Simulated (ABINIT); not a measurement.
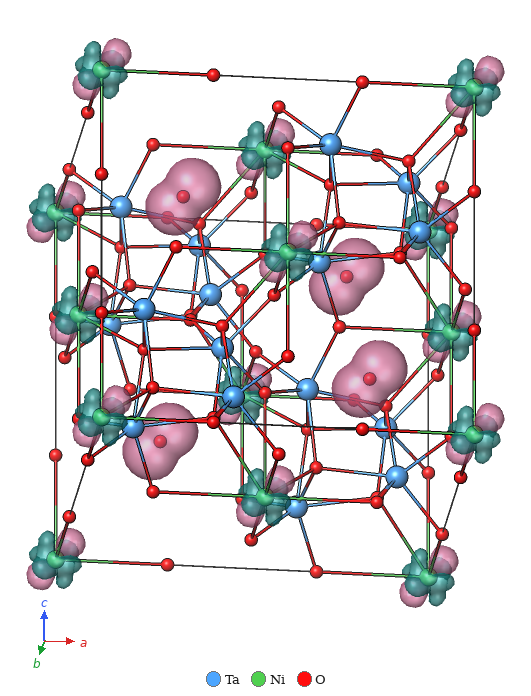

Ta4NiO11. Isosurfaces of the magnetisation density (up minus down) at +0.08 (teal) and −0.08 e/Å³ (pink), seen at an oblique angle. Sticks mark near contacts.

Space group F-43m; a generated structure, not necessarily the stable one; spin-polarised.

These are results of ABINIT 10.8.3, Kohn-Sham DFT of a periodic cell, PBE, Ansatz PAW PBE generated set soft_1, frozen core, not measurements.

In a PAW calculation such maps are meaningful between the atoms, not at the nuclei.

Ta4NiO11, 64 atoms, a = 9.73 Å, b = 9.73 Å, c = 9.73 Å, α = 90.00°, β = 90.00°, γ = 90.00°.

Question: Describe the spin distribution.

Answer: The spin density sits on O: −1.1 μB (×4) in one cell of 64 atoms, with smaller moments on other sites: Ni (up to +0.07 μB): parallel main moments, as they must be, since the calculation's own cell holds one magnetic site. The cell of the calculation (16 atoms) carries 1.2 μB of net spin moment.
